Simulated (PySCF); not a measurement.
```xyz
10

F    -1.2028    1.3970   -0.0843
C    -1.1086    0.1424    0.3482
F    -0.8126    0.1642    1.6452
F    -2.2812   -0.4522    0.1894
C    -0.0052   -0.5910   -0.4270
F     0.0091   -1.8665    0.0277
F    -0.3911   -0.6104   -1.7249
Si    1.7800    0.1646   -0.2845
H     1.7892    1.5452   -0.8462
H     2.2324    0.1113    1.1347
```

Geometry: PBE0-D3(BJ)/def2-SVP.

All numbers below come from PySCF 2.14.0, density-fitted response routines, UKS B3LYP, IGLO-III on C F Si, pcH-1 on H, non-relativistic, mean-field spin-orbit, GIAO.

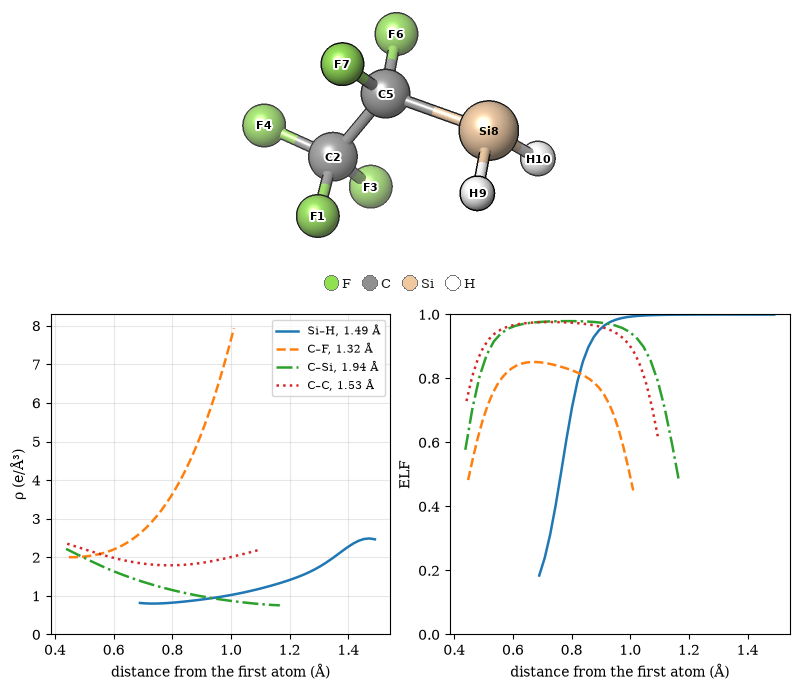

C$_{2}$H$_{2}$F$_{5}$Si (SMILES FC(F)(F)C(F)(F)[SiH2]) (doublet). Electron density and electron localisation function along straight lines between neighbouring atoms. The curves leave out the atomic cores. The structure is drawn too.

**What can be read from the curves?**

Si–H (1.49 Å): ρ is about 0.8 e/Å³ halfway; the ELF climbs to about 1 towards the hydrogen, as it does in any bond to H.
C–F (1.32 Å): the density is about 2.5 e/Å³ at the midpoint, with its minimum of 2 e/Å³ about 0.5 Å from C; the ELF peaks at about 0.85 between the atoms: a polar covalent bond.
C–Si (1.94 Å): ρ is about 0.9 e/Å³ halfway; the ELF peaks at about 1 between the atoms; a covalent bond.
C–C (1.53 Å): ρ at the midpoint is about 1.8 e/Å³; the ELF peaks at about 1 between the atoms, as expected for a covalent bond.
